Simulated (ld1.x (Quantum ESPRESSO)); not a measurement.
# Fluorine: generating and testing a TM potential

Do these settings give a usable potential? It is generated, then checked for transferability, scattering, ghosts and hardness.

Method: ld1.x (Quantum ESPRESSO) 7.5, PBEsol, scalar-relativistic.

### Step 1. The atom and the settings

The settings as typed:

```
element                 : fluorine (F, Z = 9)
type                    : norm-conserving Troullier–Martins (Kleinman–Bylander form)
frozen core             : [He]
valence charge          : 7
reference configuration : 2s1.5 2p5.5
partial waves           : 2p (bound): rc 0.95 bohr; 3d channel at -0.2 Ry: rc 0.95 bohr; 2s (bound): rc 0.50 bohr
local potential         : the s channel
core correction         : not asked for
```

### Step 2. The generation run

Input file F.in:

```
 &input
   title='F', zed=9., rel=1, dft='PBESOL', iswitch=3,
   config='[He] 2s1.5 2p5.5 3d-2',
   nld=3, rlderiv=1.05, eminld=-4.0, emaxld=5.0, deld=0.02
 /
 &inputp
   pseudotype=2, tm=.true., lloc=0,
   nlcc=.false.,
   file_pseudopw='F.UPF', file_wfcaegen='ae.wfc', file_wfcncgen='nc.wfc', file_beta='beta', file_chi='chi'
 /
3
2P  2  1   5.50   0.00  0.95  0.95  0.0
3D  3  2  -2.00  -0.20  0.95  0.95  0.0
2S  1  0   1.50   0.00  0.50  0.50  0.0
 &test
   configts(1)='2s1.5 2p5.5'
 /
```

The run is started by

```sh
$ ld1.x < F.in > F.out
```

The output, F.out (without the banner and most projector matrices):

```text
     Program LD1 v.7.5
     --------------------------- All-electron run ----------------------------

     F
     scalar relativistic calculation

     atomic number is  9.00
     dft =PBESOL   lsd =0 sic =0 latt =0  beta=0.20 tr2=1.0E-14
     Exchange-correlation= PBESOL
                           (   1   4  10   8   0   0   0)
     mesh =1105 r(mesh) =  99.76081 a.u. xmin = -7.00 dx = 0.01250
     1 Ry =  13.60569312 eV, c = 137.03599908

     n l     nl                  e(Ry)          e(Ha)          e(eV)
     1 0     1S 1( 2.00)       -48.6168       -24.3084      -661.4658
     2 0     2S 1( 1.50)        -2.2025        -1.1012       -29.9663
     2 1     2P 1( 5.50)        -0.8284        -0.4142       -11.2703

     final scf error:  5.1E-15 reached in  22 iterations

     Etot =    -198.209650 Ry,     -99.104825 Ha,   -2696.779667 eV

     Ekin =     197.963415 Ry,      98.981708 Ha,    2693.429480 eV
     Encl =    -475.484838 Ry,    -237.742419 Ha,   -6469.300787 eV
     Eh   =      99.044135 Ry,      49.522068 Ha,    1347.564108 eV
     Exc  =     -19.732362 Ry,      -9.866181 Ha,    -268.472468 eV

     normalization and overlap integrals

     s(1S/1S) =  1.000000  <r> =   0.1766  <r2> =    0.0421  r(max) =   0.1139
     s(2S/2S) =  1.000000  <r> =   1.0054  <r2> =    1.2324  r(max) =   0.7617
     s(2P/2P) =  1.000000  <r> =   1.1023  <r2> =    1.6257  r(max) =   0.7066

     ------------------------ End of All-electron run ------------------------

     --------------------- Generating NC pseudopotential ---------------------

      Generating local pot.: lloc=0, matching radius rcloc =   0.5000

      Wfc   2P  rcut= 0.954  Using Troullier-Martins method

      Wfc   3D  rcut= 0.954  Using Troullier-Martins method

     ------------------- End of pseudopotential generation -------------------

     [... the all-electron block is printed once more ...]


     Computing logarithmic derivative in   1.04765
     Computing logarithmic derivative in   1.04765
     Computing the partial wave expansion
       no projector for channel:   0
     R is outside the sphere for l=    1 j= 0.00
     R is outside the sphere for l=    2 j= 0.00

     ---------------------- Testing the pseudopotential ----------------------

     F
     scalar relativistic calculation

     atomic number is  9.00   valence charge is  7.00
     dft =PBESOL   lsd =0 sic =0 latt =0  beta=0.20 tr2=1.0E-14
     mesh =1105 r(mesh) =  99.76081 xmin = -7.00 dx = 0.01250

     n l     nl             e AE (Ry)        e PS (Ry)    De AE-PS (Ry)
     1 0     2S   1( 1.50)       -2.20248       -2.20241       -0.00007
     2 1     2P   1( 5.50)       -0.82835       -0.82837        0.00002

     eps = 2.2E-15  iter = 23

     Etot =    -198.209650 Ry,     -99.104825 Ha,   -2696.779667 eV
     Etotps =   -47.322979 Ry,     -23.661489 Ha,    -643.861925 eV

     Ekin =      37.935878 Ry,      18.967939 Ha,     516.143918 eV
     Encl =     -98.413138 Ry,     -49.206569 Ha,   -1338.978951 eV
     Ehrt =      42.144073 Ry,      21.072036 Ha,     573.399319 eV
     Ecxc =      -8.784606 Ry,      -4.392303 Ha,    -119.520658 eV
     Epseu=     -20.205185 Ry,     -10.102593 Ha,    -274.905553 eV

     ---------------------- End of pseudopotential test ----------------------
```

It took 1.6 s on 1 thread of Neoverse-V1, shared host. (Generation and the later configuration tests together.)

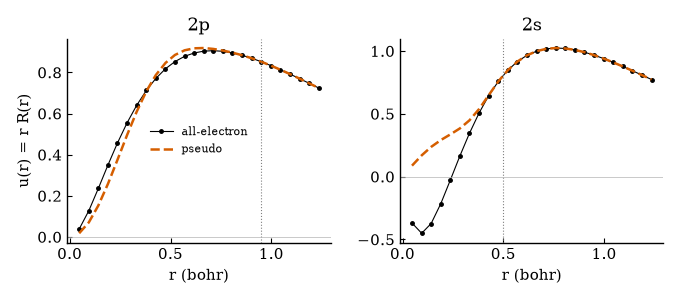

All-electron and pseudo partial waves (2p, 2s), with the matching radii dotted. The curves join 26 sampled radii.

### Step 3. Configuration tests

Input file F.test.in:

```
 &input
   title='F', zed=9., rel=1, dft='PBESOL', iswitch=2,
   config='[He] 2s1.5 2p5.5 3d-2'
 /
 &test
   file_pseudo='F.UPF', nconf=8,
   configts(1)='2s1.5 2p5.5',
   configts(2)='2s2 2p5',
   configts(3)='2s2 2p4',
   configts(4)='2s2 2p3',
   configts(5)='2s2 2p4.5',
   configts(6)='2s2 2p1',
   configts(7)='2s1 2p5',
   configts(8)='2s2 2p5.3'
 /
```

The run is started by

```sh
$ ld1.x < F.test.in > F.test.out
```

F.test.out, the pseudopotential blocks:

```text
     ---------------------- Testing the pseudopotential ----------------------

     F
     scalar relativistic calculation

     atomic number is  9.00   valence charge is  7.00
     dft =PBESOL   lsd =0 sic =0 latt =0  beta=0.20 tr2=1.0E-14
     mesh =1105 r(mesh) =  99.76081 xmin = -7.00 dx = 0.01250

     n l     nl             e AE (Ry)        e PS (Ry)    De AE-PS (Ry)
     1 0     2S   1( 1.50)       -2.20248       -2.20241       -0.00007
     2 1     2P   1( 5.50)       -0.82835       -0.82837        0.00002

     eps = 4.6E-15  iter = 24

     Etot =    -198.209650 Ry,     -99.104825 Ha,   -2696.779667 eV
     Etotps =   -47.322979 Ry,     -23.661489 Ha,    -643.861925 eV

     Ekin =      37.935878 Ry,      18.967939 Ha,     516.143918 eV
     Encl =     -98.413138 Ry,     -49.206569 Ha,   -1338.978951 eV
     Ehrt =      42.144073 Ry,      21.072036 Ha,     573.399319 eV
     Ecxc =      -8.784606 Ry,      -4.392303 Ha,    -119.520658 eV
     Epseu=     -20.205185 Ry,     -10.102593 Ha,    -274.905553 eV

     ---------------------- End of pseudopotential test ----------------------

     ---------------------- Testing the pseudopotential ----------------------

     F
     [...]
     n l     nl             e AE (Ry)        e PS (Ry)    De AE-PS (Ry)
     1 0     2S   1( 2.00)       -2.18441       -2.18623        0.00182
     2 1     2P   1( 5.00)       -0.81228       -0.81172       -0.00057

     eps = 4.3E-15  iter = 26

     Etot =    -198.896219 Ry,     -99.448109 Ha,   -2706.120914 eV
     Etotps =   -48.010120 Ry,     -24.005060 Ha,    -653.210964 eV
     dEtot_ae =      -0.686569 Ry
     dEtot_ps =      -0.687142 Ry,   Delta E=       0.000573 Ry

     [...]
     ---------------------- End of pseudopotential test ----------------------

     ---------------------- Testing the pseudopotential ----------------------

     F
     [...]
     n l     nl             e AE (Ry)        e PS (Ry)    De AE-PS (Ry)
     1 0     2S   1( 2.00)       -3.46782       -3.47055        0.00272
     2 1     2P   1( 4.00)       -2.07413       -2.07209       -0.00204

     eps = 3.8E-15  iter = 19

     Etot =    -197.476466 Ry,     -98.738233 Ha,   -2686.804198 eV
     Etotps =   -46.591414 Ry,     -23.295707 Ha,    -633.908475 eV
     dEtot_ae =       0.733183 Ry
     dEtot_ps =       0.731565 Ry,   Delta E=       0.001618 Ry

     [...]
     ---------------------- End of pseudopotential test ----------------------

     ---------------------- Testing the pseudopotential ----------------------

     F
     [...]
     n l     nl             e AE (Ry)        e PS (Ry)    De AE-PS (Ry)
     1 0     2S   1( 2.00)       -4.97983       -4.98281        0.00298
     2 1     2P   1( 3.00)       -3.59242       -3.58521       -0.00721  !

     eps = 8.4E-15  iter = 12

     Etot =    -194.663071 Ry,     -97.331535 Ha,   -2648.526005 eV
     Etotps =   -43.782032 Ry,     -21.891016 Ha,    -595.684896 eV
     dEtot_ae =       3.546579 Ry
     dEtot_ps =       3.540946 Ry,   Delta E=       0.005632 Ry

     [...]
     ---------------------- End of pseudopotential test ----------------------

     ---------------------- Testing the pseudopotential ----------------------

     F
     [...]
     n l     nl             e AE (Ry)        e PS (Ry)    De AE-PS (Ry)
     1 0     2S   1( 2.00)       -2.79410       -2.79634        0.00224
     2 1     2P   1( 4.50)       -1.40819       -1.40713       -0.00106

     eps = 5.6E-15  iter = 28

     Etot =    -198.344238 Ry,     -99.172119 Ha,   -2698.610838 eV
     Etotps =   -47.458491 Ry,     -23.729246 Ha,    -645.705666 eV
     dEtot_ae =      -0.134589 Ry
     dEtot_ps =      -0.135512 Ry,   Delta E=       0.000924 Ry

     [...]
     ---------------------- End of pseudopotential test ----------------------

     ---------------------- Testing the pseudopotential ----------------------

     F
     [...]
     n l     nl             e AE (Ry)        e PS (Ry)    De AE-PS (Ry)
     1 0     2S   1( 2.00)       -8.55411       -8.54207       -0.01204  !
     2 1     2P   1( 1.00)       -7.27887       -7.22716       -0.05171  !

     eps = 4.4E-15  iter = 18

     Etot =    -183.926283 Ry,     -91.963141 Ha,   -2502.444558 eV
     Etotps =   -33.092516 Ry,     -16.546258 Ha,    -450.246615 eV
     dEtot_ae =      14.283367 Ry
     dEtot_ps =      14.230463 Ry,   Delta E=       0.052904 Ry

     [...]
     ---------------------- End of pseudopotential test ----------------------

     ---------------------- Testing the pseudopotential ----------------------

     F
     [...]
     n l     nl             e AE (Ry)        e PS (Ry)    De AE-PS (Ry)
     1 0     2S   1( 1.00)       -3.48092       -3.48027       -0.00065
     2 1     2P   1( 5.00)       -2.08348       -2.08418        0.00070

     eps = 8.4E-15  iter = 18

     Etot =    -196.080875 Ry,     -98.040438 Ha,   -2667.816217 eV
     Etotps =   -45.194177 Ry,     -22.597088 Ha,    -614.898101 eV
     dEtot_ae =       2.128774 Ry
     dEtot_ps =       2.128802 Ry,   Delta E=      -0.000028 Ry

     [...]
     ---------------------- End of pseudopotential test ----------------------

     ---------------------- Testing the pseudopotential ----------------------

     F
     [...]
     n l     nl             e AE (Ry)        e PS (Ry)    De AE-PS (Ry)
     1 0     2S   1( 2.00)       -1.85443       -1.85607        0.00164
     2 1     2P   1( 5.30)       -0.49277       -0.49238       -0.00039

     eps = 9.7E-15  iter = 23

     Etot =    -199.091187 Ry,     -99.545594 Ha,   -2708.773594 eV
     Etotps =   -48.204966 Ry,     -24.102483 Ha,    -655.861972 eV
     dEtot_ae =      -0.881537 Ry
     dEtot_ps =      -0.881987 Ry,   Delta E=       0.000450 Ry

     [...]
     ---------------------- End of pseudopotential test ----------------------
```

Energies count from the reference configuration 2s1.5 2p5.5; the error is all-electron less pseudo. The frozen-core shift comes from a second all-electron run, not shown, with the core orbitals held at their reference shape; it is that run's ΔE less the relaxed one.

| valence configuration | charge | ΔE all-electron (eV) | error AE − PS (meV) | frozen-core shift (meV) |
| --- | --- | --- | --- | --- |
| 2s2 2p5 | 0 | -9.341 | +7.8 | +0.1 |
| 2s2 2p4 | +1 | 9.975 | +22 | +0.1 |
| 2s2 2p3 | +2 | 48.254 | +77 | +0.8 |
| 2s2 2p4.5 | +0.5 | -1.831 | +13 | +0.1 |
| 2s2 2p1 | +4 | 194.335 | +720 | +17 |
| 2s1 2p5 | +1 | 28.963 | -0.4 | +0.2 |
| 2s2 2p5.3 | -0.3 | -11.994 | +6.1 | 0.0 |

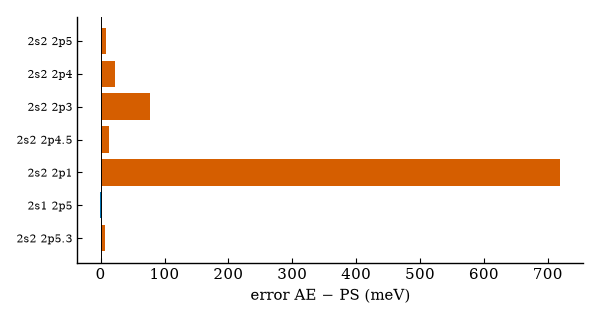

Error of the potential in each test configuration.

### Step 4. Does it scatter like the atom?

Taken from the files of the generation run. The phase is arctan(r·u′/u) with u = r·R, unwrapped, with energies in Ry. A pole is an energy at which the radial function vanishes at the test radius. The pseudo phase is shifted by a multiple of π to meet the all-electron one at the reference energy. Levels narrower than the energy grid can be missing from the poles. The last column is the largest difference on the grid between −1 and +1 Ry.

| channel | radius (bohr) | reference (Ry) | poles AE | poles PS | window around the reference with phases within 0.05 rad (Ry) | largest difference near zero (rad) |
| --- | --- | --- | --- | --- | --- | --- |
| s | 1.05 | -2.20 | 4.00 | 3.89 | the whole range | 0.002 |
| p | 1.05 | -0.83 | 3.73 | 3.79 | the whole range | 0.001 |
| d | 1.05 | -0.20 | none | none | the whole range | 0.000 |

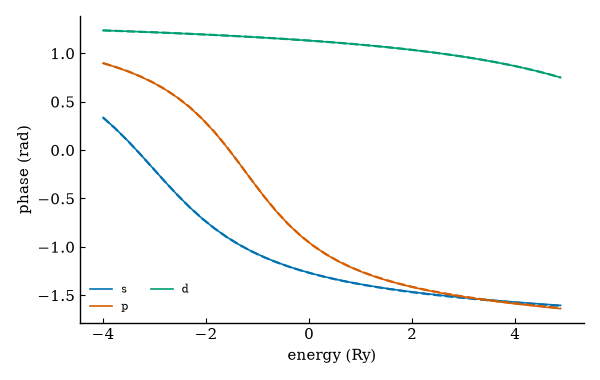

All-electron (solid) and pseudo (dashed) phases against energy.

### Step 5. Plane-wave convergence, by spherical Bessel functions

This step uses the generator's waves and projectors in a separate script. Basis: spherical Bessel functions vanishing at 20 bohr, q² up to the cutoff; potential fixed at the reference.

All-electron valence levels (Ry): 2p -0.8284, 2s -2.2025. The lowest levels of each channel (Ry) by cutoff; the last column sums, over occupied levels, occupation times the distance from the level at 400 Ry. A positive value at high cutoff is not a bound level.

| cutoff (Ry) | p #1 | d #1 | s #1 | f #1 | Σ f·Δε (mRy) |
| --- | --- | --- | --- | --- | --- |
| 8 | -0.0079 | 0.0807 | -1.8443 | 0.1213 | 5041.4 |
| 15 | -0.1165 | 0.0807 | -1.9012 | 0.1213 | 4358.6 |
| 25 | -0.2796 | 0.0807 | -1.9200 | 0.1213 | 3433.4 |
| 40 | -0.4830 | 0.0807 | -2.0071 | 0.1213 | 2183.8 |
| 55 | -0.6393 | 0.0807 | -2.0629 | 0.1213 | 1240.6 |
| 90 | -0.7993 | 0.0807 | -2.0886 | 0.1213 | 322.3 |
| 120 | -0.8259 | 0.0807 | -2.0927 | 0.1213 | 169.9 |
| 180 | -0.8279 | 0.0807 | -2.1401 | 0.1213 | 87.3 |
| 260 | -0.8284 | 0.0807 | -2.1881 | 0.1213 | 13.0 |
| 300 | -0.8284 | 0.0807 | -2.1952 | 0.1213 | 2.3 |
| 400 | -0.8284 | 0.0807 | -2.1967 | 0.1213 | 0.0 |

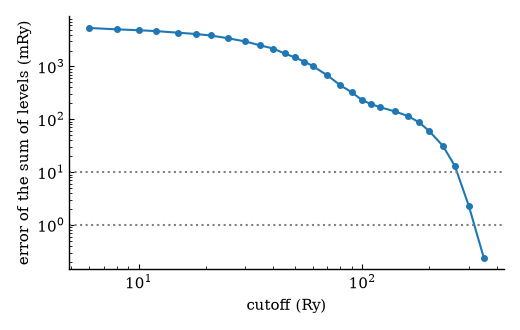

Occupation-weighted error of the valence levels against the cutoff; the dotted lines mark 10 and 1 mRy.

The sum stays within 10 mRy from 300 Ry and within 1 mRy only somewhere over 300 Ry. The sum leaves out empty levels, which can need more. Ghost test: no level below the all-electron spectrum of its channel (p, d, s, f tested).

### Step 6. What came out

| quantity | value |
| --- | --- |
| cutoffs for 10 and 1 mRy, occupied levels | 300 Ry and over 300 Ry |
| bound ghosts | none found |
| largest test error (AE − PS) | +720 meV, for 2s2 2p1 |
| largest phase difference near zero energy, channels read | 0.002 rad |

In words: The worst unpolarised test, 2s2 2p1, is off by 720 meV on 194.3 eV; by total energies transferability rates as poor. That test lies far up in energy; among those under 40 eV, nearer to bonding, the largest error is 22 meV. Freezing the core alone would shift it much less, so the error comes from the pseudisation. The potential is very hard: the looser tolerance needs 300 Ry. The tighter tolerance needs over 300 Ry, and converged work needs a cutoff nearer that. The slowest occupied level is 2s: taken alone it needs over 300 Ry to come within 1 mRy, against 140 Ry for 2p. No bound ghost shows below the valence levels. Near zero energy the phases of the channels with partial waves agree within 0.002 rad. All of this concerns the isolated atom, not yet a solid.
